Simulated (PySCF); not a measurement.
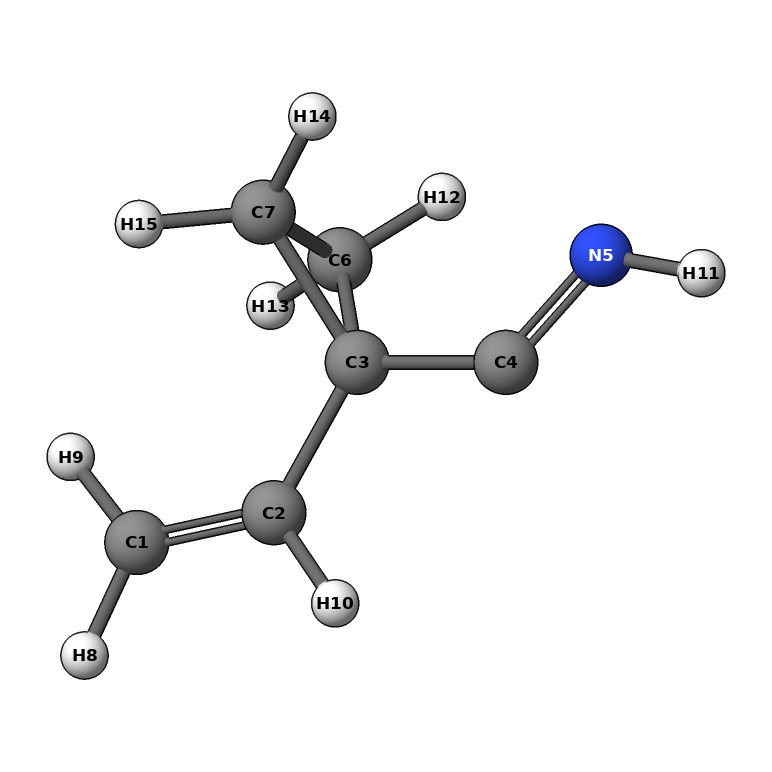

The questions are on Mulliken spin populations. The species is neutral and a spin doublet. Computed geometry: GFN2-xTB optimisation. No frequency run is at hand to confirm it as a minimum. Method: UKS B3LYP, pcH-1 on C H N, non-relativistic (PySCF 2.14.0).

Question: Which atom carries the largest spin population?

Answer: C4 (0.73 e).

Question: Which atom has the lowest spin population?

Answer: C1, C3, H8, H9, H13, H15 (0.00 e).

List the Mulliken spin populations.

```csv
atom,value (e)
C1,0.00
C2,0.01
C3,0.00
C4,0.73
N5,0.16
C6,0.02
C7,0.02
H8,0.00
H9,0.00
H10,0.01
H11,0.04
H12,0.01
H13,0.00
H14,0.01
H15,0.00
```

Mulliken values depend strongly on the basis set.
